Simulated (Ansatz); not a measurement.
Consider ClF2H2O2Ta···F (doublet).

The calculation's input:

```
crystal:
  periodic: [false, false, false]
  atoms:
    - { symbol: Ta, position_ang: [0.0, 0.0, 0.0] }
    - { symbol: Cl, position_ang: [2.72, 0.0, 0.0] }
    - { symbol: O, position_ang: [0.0, 0.0, 2.02] }
    - { symbol: H, position_ang: [-0.2547, -0.9174, 2.3571] }
    - { symbol: O, position_ang: [0.0, 0.0, -2.02] }
    - { symbol: H, position_ang: [-0.6343, -0.71, -2.3571] }
    - { symbol: F, position_ang: [-0.965, 1.6714, 0.0] }
    - { symbol: F, position_ang: [-0.965, -1.6714, 0.0] }
    - { symbol: F, position_ang: [4.52, 0.0, 0.0] }
magnetization:
  spin_polarized: true
  initial_magnetization: 1
basis:
  gaussian: { orbitals: def2-SVP }
hamiltonian:
  xc: pbe
relax:
  f_tol: 0.15
  max_steps: 25
  restrain:
    - { distance: [1, 8], at: 2.7, k: 30.0 }
    - { distance: [0, 1], at: 2.47, k: 30.0 }
output:
  orbitals: {}
```

Run with:

```sh
ansatz run input.yaml --threads 4 --pin off --max-ram 5120MiB --backend cpu --events-out ev --progress --plain --runs-dir out
```

The fields are those of the run's last geometry, not of the input's.

Core potentials replace the inner electrons of Ta; not at a stationary point (largest force 0.6 eV/Å).

All numbers below come from UKS PBE/def2-SVP in Ansatz 0.2.0.

Question: What can the converged electron density, electron localisation function and spin density tell about the bonding?

Answer: F9···H4 (1.36 Å): the density falls to about 0.68 e/Å³ on the way; the ELF climbs to about 0.90 towards the hydrogen, as it does in any bond to H.
Ta–O (1.85 Å): ρ is about 1.2 e/Å³ halfway; the ELF peaks at about 0.80 in the valence shell of O, 0.5 Å from its nucleus, and drops to about 0.30 between the two atoms.
Ta–Cl (2.47 Å): the density is about 0.46 e/Å³ at the midpoint; the ELF peaks at about 0.90 in the valence shell of Cl, 0.8 Å from its nucleus, and is about 0.35 at the midpoint.
O–H (0.97 Å): ρ at the midpoint is about 3.6 e/Å³; the ELF climbs to about 1 towards the hydrogen; an ordinary covalent bond to hydrogen.
The unpaired spin (1 electron) lies mostly on F9 (about 0.5), Cl2 (about 0.4) and O5 (about 0.1), in electrons by Hirshfeld's partition.

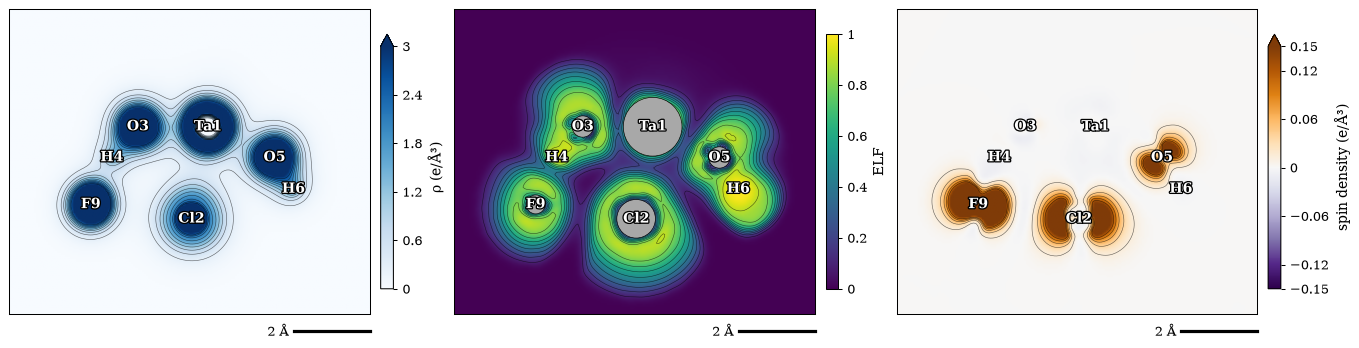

Computed electron density, electron localisation function and spin density on the plane of atoms Ta1, O5 and H6, in this order. Grey discs cover the atomic cores in the ELF map. 
